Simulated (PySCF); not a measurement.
**Single-point calculation, with input and output: GeF (charge −1)**

The run: single-point calculation of GeF, charge −1, multiplicity 3. Method and program: UHF/cc-pvdz, mp2 (PySCF 2.14.0).

Some settings of this run were made unusual or wrong on purpose.

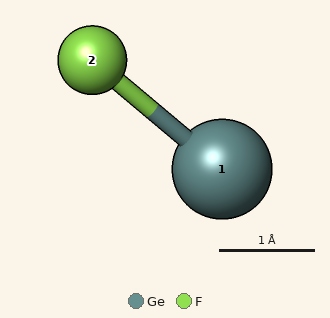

Fig. 1: The structure as given in the input (ball-and-stick view, seen at an oblique angle; atoms are numbered from 1 in the order of the input). Sticks mark near contacts. Bond lengths as drawn: F–Ge 1.88 Å.

The input
```python
from pyscf import gto, scf, mp

mol = gto.M(
    atom='Ge 0 0 0; F 0 0 1.875',
    basis='cc-pvdz',
    charge=-1,
    spin=2,
    verbose=4,
)
mf = scf.UHF(mol)
mf.init_guess = 'chk'
mf.kernel()
mp.MP2(mf, frozen=10).kernel()
mf.dip_moment()
print('orbital energies (hartree):', [e[max(0, n-3):n+3].round(4) for e, n in zip(mf.mo_energy, mol.nelec)])
```

Launch command:
```bash
OMP_NUM_THREADS=1 python input.py
```

Output
```
PySCF version 2.14.0

[INPUT] verbose = 4
[INPUT] num. atoms = 2
[INPUT] num. electrons = 42
[INPUT] charge = -1
[INPUT] spin (= nelec alpha-beta = 2S) = 2
[INPUT] symmetry False subgroup None
[INPUT] Mole.unit = angstrom
[INPUT] Symbol           X                Y                Z      unit          X                Y                Z       unit  Magmom
[INPUT]  1 Ge     0.000000000000   0.000000000000   0.000000000000 AA    0.000000000000   0.000000000000   0.000000000000 Bohr   0.0
[INPUT]  2 F      0.000000000000   0.000000000000   1.875000000000 AA    0.000000000000   0.000000000000   3.543236483559 Bohr   0.0

nuclear repulsion = 81.281619597312
number of shells = 11
number of NR pGTOs = 103
number of NR cGTOs = 41
basis = cc-pvdz
ecp = {}

******** <class 'pyscf.scf.uhf.UHF'> ********
method = UHF
initial guess = chk
damping factor = 0
level_shift factor = 0
DIIS = <class 'pyscf.scf.diis.CDIIS'>
diis_start_cycle = 1
diis_space = 8
diis_damp = 0
SCF conv_tol = 1e-09
SCF conv_tol_grad = None
SCF max_cycles = 50
direct_scf = True
direct_scf_tol = 1e-13
number electrons alpha = 22  beta = 20
Set gradient conv threshold to 3.16228e-05

init E= -2173.79748229515
  alpha nocc = 22  HOMO = -0.0425227114857899  LUMO = 0.05756367602363
  beta  nocc = 20  HOMO = -0.435486973405674  LUMO = -0.0425227114857943

WARN: HOMO -0.0425227114857899 >= LUMO -0.0425227114857943

cycle= 1 E= -2174.72398840115  delta_E= -0.927  |g|=  0.4  |ddm|= 0.988
  alpha nocc = 22  HOMO = -0.0204877153515416  LUMO = 0.379800881380919
  beta  nocc = 20  HOMO = -0.131684585131052  LUMO = 0.301833479932394
  HOMO = -0.0204877153515  LUMO = 0.301833479932  gap/eV = 8.77081
cycle= 2 E= -2174.76349072513  delta_E= -0.0395  |g|= 0.282  |ddm|= 0.41
  alpha nocc = 22  HOMO = -0.0279969017324792  LUMO = 0.373138249644315
  beta  nocc = 20  HOMO = -0.166325937933531  LUMO = 0.304516070264321
  HOMO = -0.0279969017325  LUMO = 0.304516070264  gap/eV = 9.04814
cycle= 3 E= -2174.78863691933  delta_E= -0.0251  |g|= 0.0223  |ddm|= 0.144
  alpha nocc = 22  HOMO = -0.0333741461382864  LUMO = 0.374320705741535
  beta  nocc = 20  HOMO = -0.169313340063508  LUMO = 0.304845644390722
  HOMO = -0.0333741461383  LUMO = 0.304845644391  gap/eV = 9.20343
cycle= 4 E= -2174.78949164266  delta_E= -0.000855  |g|= 0.00821  |ddm|= 0.0519
  alpha nocc = 22  HOMO = -0.0336994616248693  LUMO = 0.375057559983094
  beta  nocc = 20  HOMO = -0.168651489690609  LUMO = 0.306015628424163
  HOMO = -0.0336994616249  LUMO = 0.306015628424  gap/eV = 9.24412
cycle= 5 E= -2174.78968226467  delta_E= -0.000191  |g|= 0.0043  |ddm|= 0.0206
  alpha nocc = 22  HOMO = -0.0343106623783626  LUMO = 0.375511086313345
  beta  nocc = 20  HOMO = -0.169415665605999  LUMO = 0.306301421186199
  HOMO = -0.0343106623784  LUMO = 0.306301421186  gap/eV = 9.26853
cycle= 6 E= -2174.78975382031  delta_E= -7.16e-05  |g|= 0.00171  |ddm|= 0.0153
  alpha nocc = 22  HOMO = -0.0342592877482926  LUMO = 0.375870422485276
  beta  nocc = 20  HOMO = -0.169480047802463  LUMO = 0.306563527270281
  HOMO = -0.0342592877483  LUMO = 0.30656352727  gap/eV = 9.27426
cycle= 7 E= -2174.78976450724  delta_E= -1.07e-05  |g|= 0.000726  |ddm|= 0.00665
  alpha nocc = 22  HOMO = -0.0343271620724143  LUMO = 0.375851378313046
  beta  nocc = 20  HOMO = -0.169583386793345  LUMO = 0.306523703141549
  HOMO = -0.0343271620724  LUMO = 0.306523703142  gap/eV = 9.27502
cycle= 8 E= -2174.78976596035  delta_E= -1.45e-06  |g|= 0.000286  |ddm|= 0.00233
  alpha nocc = 22  HOMO = -0.0343323991604485  LUMO = 0.375882260523098
  beta  nocc = 20  HOMO = -0.169544351103486  LUMO = 0.306538747702022
  HOMO = -0.0343323991604  LUMO = 0.306538747702  gap/eV = 9.27558
cycle= 9 E= -2174.78976614604  delta_E= -1.86e-07  |g|= 7.65e-05  |ddm|= 0.000858
  alpha nocc = 22  HOMO = -0.0343301790695886  LUMO = 0.375881796921312
  beta  nocc = 20  HOMO = -0.169519649794428  LUMO = 0.306539669027066
  HOMO = -0.0343301790696  LUMO = 0.306539669027  gap/eV = 9.27554
cycle= 10 E= -2174.78976615428  delta_E= -8.24e-09  |g|= 1.49e-05  |ddm|= 0.000153
  alpha nocc = 22  HOMO = -0.0343299038434745  LUMO = 0.375881507626446
  beta  nocc = 20  HOMO = -0.169520163657665  LUMO = 0.306538029048678
  HOMO = -0.0343299038435  LUMO = 0.306538029049  gap/eV = 9.27549
cycle= 11 E= -2174.78976615454  delta_E= -2.58e-10  |g|= 2.68e-06  |ddm|= 3.26e-05
  alpha nocc = 22  HOMO = -0.0343297498630276  LUMO = 0.375881469735958
  beta  nocc = 20  HOMO = -0.169520266149255  LUMO = 0.30653790288895
  HOMO = -0.034329749863  LUMO = 0.306537902889  gap/eV = 9.27548
```

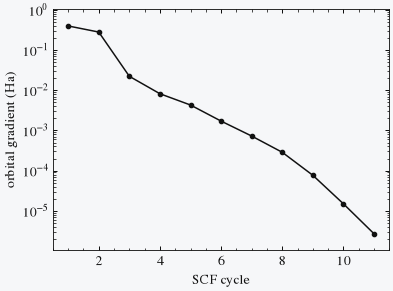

Fig. 2: Convergence of the self-consistent field: orbital gradient against the SCF cycle. The residual falls at every step.

```
Extra cycle  E= -2174.78976615455  delta_E= -1.05e-11  |g|= 1.62e-06  |ddm|= 3.68e-06
converged SCF energy = -2174.78976615455  <S^2> = 2.023316  2S+1 = 3.0155039

******** <class 'pyscf.mp.ump2.UMP2'> ********
nocc = (np.int64(12), np.int64(10)), nmo = (31, 31)
frozen orbitals 10
E(UMP2) = -2175.05225285087  E_corr = -0.262486696327884
E(SCS-UMP2) = -2175.04194678486  E_corr = -0.252180630318063
E_corr(same-spin) = -0.0724654676254589
E_corr(oppo-spin) = -0.190021228702425

WARN: System has nonzero charge -1; the dipole moment is origin-dependent.
Location of origin: [0. 0. 0.]

Dipole moment(X, Y, Z, Debye): -0.00000,  0.00000, -3.10372
orbital energies (hartree): [array([-0.2603, -0.0343, -0.0343,  0.3404,  0.5927,  0.6692]), array([-0.3215, -0.3215, -0.1695,  0.3065,  0.3065,  0.3759])]
```

What the run reported

```tsv
quantity	value
outcome	converged
SCF energy	−2174.789766 hartree
⟨S²⟩	2.023
hardware	1 CPU thread, shared host
wall time	1.5 s
```

What went wrong

Some settings of this run were drawn to be unusual or wrong. It converged; results that depend on the unusual settings are not reference values.
